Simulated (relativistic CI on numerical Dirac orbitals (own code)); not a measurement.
**Relativistic CI calculation for Ru⁴⁺**

System: Ru⁴⁺.
Method: Dirac-Coulomb-Breit CI, KLI orbitals optimised for each configuration, model QED (radiative potential, 1s self-energy scaled to tabulated hydrogen-like ionisation energies), valence Slater integrals scaled by 0.7, Kramers-Heisenberg scattering through one core-hole configuration in a parametric crystal field (relativistic CI on numerical Dirac orbitals, in-house).

### Input file
```
atom Ru  Z=44  charge=4  electrons=40
nucleus A=102  rms_radius_fm=4.4809
hamiltonian dirac-coulomb  breit=on  qed=on  c_scale=1
orbitals kli  potential=per-configuration
slater_scale 0.7
correlation none
mixing on
configurations
  [Kr] 4d4
  [Ne] 3s2 3p5 3d10 4s2 4p6 4d5
end
rixs M2,3 T=300 core_hole_width=1.2
crystal_field D4h 10Dq=29050 Ds=430 Dt=80
```

Hardware: 1 CPU thread, shared host.

The run was one of a batch that the task file lists, launched with:
```bash
python <driver script> task.json out
```

The program writes its results to a structured record and prints no log; tables and figures of this report are taken from that record.

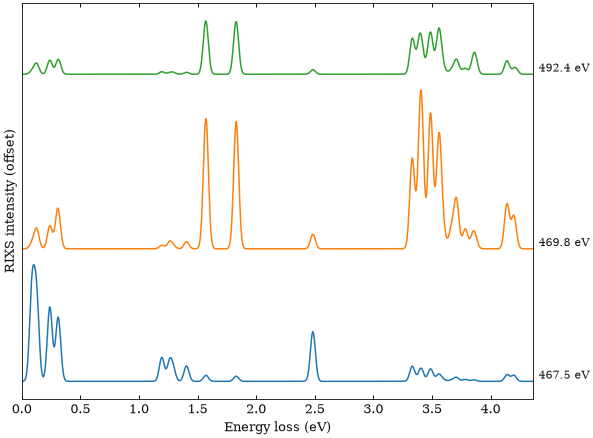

Resonant inelastic X-ray scattering at the M₂,₃ edge of Ru V (Ru⁴⁺), [Kr] 4d⁴, in a field of D4h symmetry with 10Dq = 29,050, Ds = 430, Dt = 80 cm⁻¹, for three incident energies; the elastic line is left out and the lowest final levels are broadened by a Gaussian of 0.05 eV. Computed by the Kramers–Heisenberg formula on Dirac–Coulomb–Breit multiplets, Slater integrals scaled by 0.7, 300 K, core-hole width 1.2 eV, all polarisations summed. At 467.5 eV the curve peaks at 0.10, 0.24, 0.31, 1.2, 1.3, 1.4, 2.5, 3.3, 3.4 and 3.5 eV; among the strongest single levels are 0.0882 eV (A₂, S = 1.0, 68 %), 0.126 eV (E, S = 1.0, 60 %) and 2.48 eV (A₁, S = 0.1, 37 %). At 469.8 eV the curve peaks at 0.31, 1.6, 1.8, 3.3, 3.4, 3.5, 3.6, 3.7, 4.1 and 4.2 eV; among the strongest single levels are 3.41 eV (E, S = 1.0, 100 %), 3.49 eV (A₂, S = 1.0, 88 %) and 1.57 eV (A₁+A₂, S = 2.0, 69 %). At 492.4 eV the curve peaks at 0.24, 0.31, 1.6, 1.8, 3.3, 3.4, 3.5, 3.6, 3.7 and 3.9 eV; among the strongest single levels are 3.33 eV (E, S = 1.0, 25 %), 1.57 eV (A₁+A₂, S = 2.0, 24 %) and 3.49 eV (A₂, S = 1.0, 18 %). Percentages refer to the strongest inelastic level of all.

### Key numbers

- outcome: converged
- CPU time: 1.2 s

### Notes

Limits: free-ion energies: absolute edge positions are off by a few eV from solids; atomic spin-orbit and Slater integrals without covalency.
